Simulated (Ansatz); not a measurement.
# C2H6BCl: harmonic frequencies at the relaxed geometry from a Python script

Wanted for C2H6BCl: harmonic frequencies at the relaxed geometry.

Computed with the Python package of Ansatz 0.2.0. Level of theory: PBE0/def2-SVP.

## Step 1: The system

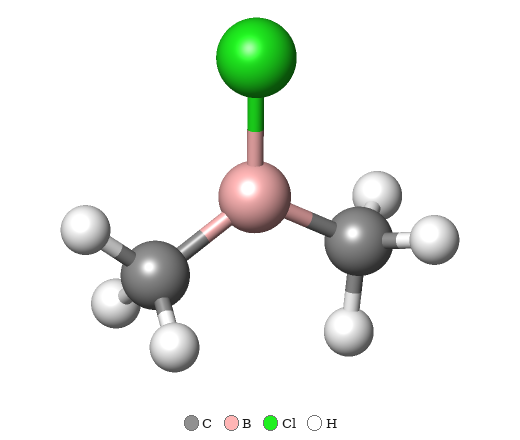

The structure that the script starts from, seen from a chosen angle (carbon grey, boron pink, chlorine green, hydrogen white).

No structure file is read: the coordinates are typed or built in the script.

## Step 2: The script

run_freq.py reads:

```python
'''Harmonic frequencies of C2H6BCl at its relaxed geometry.'''

import itertools

import ansatz
from ase.data import atomic_numbers, covalent_radii
import numpy as np

GEOMETRY = '''
C    -0.26440    1.09230   -0.73940
B    -0.32710   -0.38130   -0.27430
C     0.52560   -0.83620    0.95190
Cl   -1.28990   -1.60710   -1.16280
H     0.72050    1.42040   -1.05700
H    -0.66170    1.80460    0.07510
H    -0.95880    1.26680   -1.62040
H    -0.06360   -1.23830    1.74660
H     1.28130   -1.59950    0.68010
H     1.12130    0.02730    1.40310
'''

c2h6bcl = ansatz.Crystal.molecule()
for line in GEOMETRY.strip().splitlines():
    symbol, *xyz = line.split()
    c2h6bcl = c2h6bcl.atom(symbol, [float(v) for v in xyz])

base = (
    c2h6bcl.calculation()
    .basis(gaussian='def2-SVP')
    .functional('pbe0')
)
symbols = [site.symbol for site in c2h6bcl.cartesian_sites]
start = np.array([site.position_ang for site in c2h6bcl.cartesian_sites], dtype=float)
data = base.relax(force_tolerance=0.003, max_steps=100).run(threads=1).report
end = np.array(data['positions_ang'])

# pairs closer than 1.2 times the sum of covalent radii, before or after
radius = [covalent_radii[atomic_numbers[s]] for s in symbols]
span = lambda where, i, j: np.linalg.norm(where[i] - where[j])
bonded = [(i, j) for i, j in itertools.combinations(range(len(symbols)), 2) if min(span(start, i, j), span(end, i, j)) < 1.2 * (radius[i] + radius[j])]
print('pair        before    after (A)')
for i, j in bonded:
    print(f'{symbols[i]}{i}-{symbols[j]}{j}'.ljust(10), f'{span(start, i, j):8.4f} {span(end, i, j):8.4f}')
for first, second in list(itertools.combinations(bonded, 2)):
    shared = set(first) & set(second)
    if shared and symbols[(j := shared.pop())] != 'H':
        i, k = sorted((set(first) | set(second)) - {j})
        u, v = end[i] - end[j], end[k] - end[j]
        angle = np.degrees(np.arccos(np.clip(u @ v / np.linalg.norm(u) / np.linalg.norm(v), -1, 1)))
        print(f'final angle {symbols[i]}{i}-{symbols[j]}{j}-{symbols[k]}{k}: {angle:.2f} deg')

# same settings at the minimum
minimum = ansatz.Crystal.molecule()
for symbol, place in zip(symbols, end):
    minimum = minimum.atom(symbol, place.tolist())
vibrating = (
    minimum.calculation()
    .basis(gaussian='def2-SVP')
    .functional('pbe0')
    .phonons(temperatures=(298.15, 498.15, 100))
)
vib = vibrating.run(threads=1).report['vibrations']
sums = vib['harmonic_sums']
modes = [m['omega_inv_cm'] for m in sums['modes_at_gamma'] if m['rigid_motion'] == 'no']
print('frequencies (1/cm):', ' '.join(f'{w:.0f}' for w in modes))
print('imaginary modes:', sum(w < 0 for w in modes), ' zero-point energy:', round(sums['zero_point_energy_ev'], 4), 'eV')
print('T (K)   F_vib (eV)   S_vib (meV/K)   C_vib (meV/K)')
for row in zip(sums['temperatures_k'], sums['vibrational_free_energy_ev'], vib['entropy_ev_per_k'], vib['heat_capacity_ev_per_k']):
    print(f'{row[0]:6.1f} {row[1]:11.4f} {1000 * row[2]:13.4f} {1000 * row[3]:15.4f}')
```

## Step 3: The input behind the calls

The engine receives this input (first run):

```yaml
crystal:
  periodic: [false, false, false]
  atoms:
    - { symbol: C, position_ang: [-0.2644, 1.0923, -0.7394] }
    - { symbol: B, position_ang: [-0.3271, -0.3813, -0.2743] }
    - { symbol: C, position_ang: [0.5256, -0.8362, 0.9519] }
    - { symbol: Cl, position_ang: [-1.2899, -1.6071, -1.1628] }
    - { symbol: H, position_ang: [0.7205, 1.4204, -1.057] }
    - { symbol: H, position_ang: [-0.6617, 1.8046, 0.0751] }
    - { symbol: H, position_ang: [-0.9588, 1.2668, -1.6204] }
    - { symbol: H, position_ang: [-0.0636, -1.2383, 1.7466] }
    - { symbol: H, position_ang: [1.2813, -1.5995, 0.6801] }
    - { symbol: H, position_ang: [1.1213, 0.0273, 1.4031] }
basis:
  gaussian:
    orbitals: def2-SVP
hamiltonian:
  xc: pbe0
relax:
  f_tol: 0.003
  max_steps: 100
```

## Step 4: The run

Run with:

```
python run_freq.py
```

Output:

```text
pair        before    after (A)
C0-B1        1.5465   1.5638
C0-H4        1.0856   1.1010
C0-H5        1.1527   1.1072
C0-H6        1.1353   1.0988
B1-C2        1.5613   1.5638
B1-Cl3       1.7942   1.7754
C2-H7        1.0679   1.0989
C2-H8        1.1080   1.1072
C2-H9        1.1420   1.1010
final angle B1-C0-H4: 112.58 deg
final angle B1-C0-H5: 106.60 deg
final angle B1-C0-H6: 114.14 deg
final angle C0-B1-C2: 123.62 deg
final angle C0-B1-Cl3: 118.19 deg
final angle H4-C0-H5: 106.10 deg
final angle H4-C0-H6: 110.03 deg
final angle H5-C0-H6: 106.83 deg
final angle C2-B1-Cl3: 118.19 deg
final angle B1-C2-H7: 114.13 deg
final angle B1-C2-H8: 106.59 deg
final angle B1-C2-H9: 112.59 deg
final angle H7-C2-H8: 106.82 deg
final angle H7-C2-H9: 110.03 deg
final angle H8-C2-H9: 106.11 deg
frequencies (1/cm): 65 112 296 306 361 590 680 825 840 897 1105 1159 1308 1340 1413 1414 1437 1441 3039 3041 3126 3127 3178 3178
imaginary modes: 0  zero-point energy: 2.1251 eV
T (K)   F_vib (eV)   S_vib (meV/K)   C_vib (meV/K)
 298.1      2.0462        0.5634          0.5898
 398.1      1.9800        0.7601          0.7766
 498.1      1.8943        0.9522          0.9393
```

It took 1.8 min on 1 thread of AMD EPYC 9R45 (Zen 5), shared host; peak memory 0.27 GiB.

## Step 5: What changed from run to run

The engine's inputs for the other runs:

Run 2, against run 1:

```diff
@@ -4,10 +4,10 @@
-    - { symbol: C, position_ang: [-0.2644, 1.0923, -0.7394] }
-    - { symbol: B, position_ang: [-0.3271, -0.3813, -0.2743] }
-    - { symbol: C, position_ang: [0.5256, -0.8362, 0.9519] }
-    - { symbol: Cl, position_ang: [-1.2899, -1.6071, -1.1628] }
-    - { symbol: H, position_ang: [0.7205, 1.4204, -1.057] }
-    - { symbol: H, position_ang: [-0.6617, 1.8046, 0.0751] }
-    - { symbol: H, position_ang: [-0.9588, 1.2668, -1.6204] }
-    - { symbol: H, position_ang: [-0.0636, -1.2383, 1.7466] }
-    - { symbol: H, position_ang: [1.2813, -1.5995, 0.6801] }
-    - { symbol: H, position_ang: [1.1213, 0.0273, 1.4031] }
+    - { symbol: C, position_ang: [-0.24893022144802163, 1.0877898487519668, -0.8257527403332001] }
+    - { symbol: B, position_ang: [-0.3750928076756602, -0.32864205144506903, -0.17509977435081786] }
+    - { symbol: C, position_ang: [0.5645399459266249, -0.8454853905866183, 0.9631081945583508] }
+    - { symbol: Cl, position_ang: [-1.655749757841594, -1.4097161606862882, -0.760894287272001] }
+    - { symbol: H, position_ang: [0.781484565722037, 1.4748134022967525, -0.7994258962504138] }
+    - { symbol: H, position_ang: [-0.8517622342733799, 1.7767553987145779, -0.2030568967967303] }
+    - { symbol: H, position_ang: [-0.6484486581646588, 1.1502752257697773, -1.8474884673101923] }
+    - { symbol: H, position_ang: [0.11583795835677889, -1.6218164525319898, 1.5982932516751829] }
+    - { symbol: H, position_ang: [1.4404563635582937, -1.3051293879846262, 0.4657343333635786] }
+    - { symbol: H, position_ang: [0.9608648458395799, -0.029844432298484245, 1.587482282716244] }
@@ -19,3 +19,5 @@
-relax:
-  f_tol: 0.003
-  max_steps: 100
+phonons:
+  temperatures:
+    t_min: 298.15
+    t_max: 498.15
+    t_step: 100.0
```

Lines on the test bed's own set-up are left out of the output.

## Step 6: Run by run

From the records of these 2 runs:

```
run  kind of run  energy from run 2 (eV)  SCF cycles in all  CPU time (s)
  1   relaxation                  0.0000                191            42
  2      phonons                  0.0000                375            68
```

## Step 7: How the relaxation of run 1 went

Step by step:

| step | E - E(step 1) (eV) | largest force component (eV/Å) |
| --- | --- | --- |
| 1 | 0.0000 | 2.6005 |
| 2 | -0.1689 | 0.7034 |
| 3 | -0.2021 | 0.1932 |
| 4 | -0.2035 | 0.0261 |
| 5 | -0.2035 | 0.0086 |
| 6 | -0.2036 | 0.0016 |
| 7 | -0.2036 | 0.0087 |
| 8 | -0.1916 | 0.4974 |
| 9 | -0.2037 | 0.0072 |
| 10 | -0.2039 | 0.0729 |
| 11 | -0.1986 | 0.2719 |
| 12 | -0.2052 | 0.0084 |
| 13 | -0.2062 | 0.0653 |
| 14 | -0.2053 | 0.2104 |
| 15 | -0.2031 | 0.2320 |
| 16 | -0.2068 | 0.0102 |
| 17 | -0.2077 | 0.0137 |
| 18 | -0.2083 | 0.0620 |
| 19 | -0.2085 | 0.0653 |
| 20 | -0.2090 | 0.0229 |
| 21 | -0.2092 | 0.0052 |
| 22 | -0.2093 | 0.0194 |
| 23 | -0.2093 | 0.0171 |
| 24 | -0.2093 | 0.0084 |
| 25 | -0.2093 | 0.0017 |

Step 1 is the start. Steps 8, 11, 14, 15 were tried and not accepted.

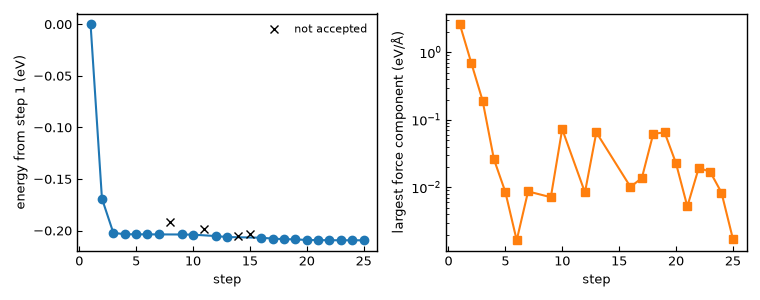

Energy and largest force along the relaxation.

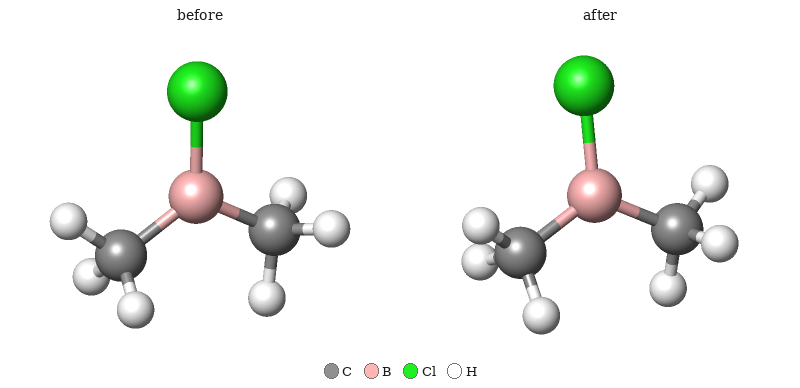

The structure before (left) and after (right) the relaxation, drawn at the same scale.

Before: Bond lengths: C1–B2 1.547 Å, B2–C3 1.561 Å, B2–Cl4 1.794 Å, C1–H5 1.086 Å, C1–H6 1.153 Å, C1–H7 1.135 Å, C3–H8 1.068 Å, C3–H9 1.108 Å, C3–H10 1.142 Å. Angles (14 of 15 angles, heavy atoms first): C1–B2–C3 119.5°, C1–B2–Cl4 121.6°, C3–B2–Cl4 118.9°, B2–C1–H5 114.4°, B2–C1–H6 111.2°, B2–C1–H7 110.8°, B2–C3–H8 113.1°, B2–C3–H9 112.4°, B2–C3–H10 112.0°, H5–C1–H6 109.4°, H5–C1–H7 106.3°, H6–C1–H7 104.0°, H8–C3–H9 107.4°, H8–C3–H10 106.2°.

After: Bond lengths: C1–B2 1.564 Å, B2–C3 1.564 Å, B2–Cl4 1.775 Å, C1–H5 1.101 Å, C1–H6 1.107 Å, C1–H7 1.099 Å, C3–H8 1.099 Å, C3–H9 1.107 Å, C3–H10 1.101 Å. Angles (14 of 15 angles, heavy atoms first): C1–B2–C3 123.6°, C1–B2–Cl4 118.2°, C3–B2–Cl4 118.2°, B2–C1–H5 112.6°, B2–C1–H6 106.6°, B2–C1–H7 114.1°, B2–C3–H8 114.1°, B2–C3–H9 106.6°, B2–C3–H10 112.6°, H5–C1–H6 106.1°, H5–C1–H7 110.0°, H6–C1–H7 106.8°, H8–C3–H9 106.8°, H8–C3–H10 110.0°.

## Step 8: Harmonic frequencies

Frequencies (cm⁻¹; negative: imaginary): 65, 112, 296, 306, 361, 590, 680, 825, 840, 897, 1105, 1159, 1308, 1340, 1413, 1414, 1437, 1441, 3039, 3041, 3126, 3127, 3178, 3178.

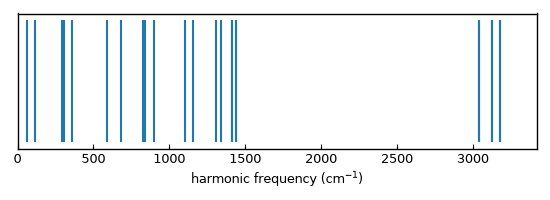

The harmonic frequencies as lines of equal height (no intensities).

## Step 9: Summary of results

```
                             quantity        value
                        runs compared            2
     moves of the relaxation of run 1           20
               energy gained in run 1     0.209 eV
last largest force component of run 1  0.0017 eV/Å
                    highest frequency    3178 cm⁻¹
                      imaginary modes            0
                    zero-point energy     2.125 eV
```

Run 1: The relaxation took 20 moves; the largest shift is 0.578 Å, of atom 4 (Cl). All frequencies are real, so the geometry is a minimum. The values are harmonic; measured fundamentals also hold anharmonic shifts, mostly downward for stretches. The frequencies are harmonic and unscaled, in a modest basis. The result belongs to the one conformer reached from this start, and soft torsions count as harmonic oscillators.
